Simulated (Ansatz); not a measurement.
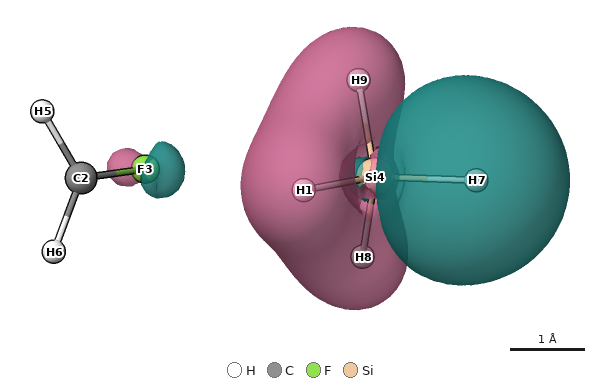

Figure. SiH₄···CH₂F (doublet). The HOMO (β) at ±0.08 Å⁻³ᐟ² (teal and pink are the two phases), seen across its widest extent.

The product side of a reaction path; geometry: PBE0-D4/def2-TZVP.

The calculation used UKS PBE0-D4/def2-TZVPP in Ansatz 0.2.0.

The calculation's input:

```
crystal:
  periodic: [false, false, false]
  atoms:
    - {symbol: H, position_ang: [0.791298, -1.263528, 0.036058]}
    - {symbol: C, position_ang: [-1.773827, 0.366964, 1.284292]}
    - {symbol: F, position_ang: [-1.213191, 1.130464, 0.347598]}
    - {symbol: Si, position_ang: [1.440051, -0.390925, -0.974871]}
    - {symbol: H, position_ang: [-1.620826, 0.702561, 2.301087]}
    - {symbol: H, position_ang: [-2.611797, -0.228949, 0.948875]}
    - {symbol: H, position_ang: [2.619490, -1.096497, -1.540939]}
    - {symbol: H, position_ang: [0.481344, -0.090749, -2.067062]}
    - {symbol: H, position_ang: [1.887559, 0.870857, -0.334938]}
basis:
  gaussian: {orbitals: def2-TZVPP}
magnetization: {spin_polarized: true, initial_magnetization: 1}
hamiltonian: {xc: pbe0, dispersion: d4}
output: {orbitals: {seedname: orbitals}}
```

Launched as:

```sh
ansatz run in.yaml --threads 4 --pin off --events-out ev --progress --plain --max-ram 9574MiB
```

Q: Describe this orbital and give its energy.

A: By Hirshfeld shares it lies mainly on Si4 (about 45 %) and H7 (about 40 %). Its energy is −9.61 eV.
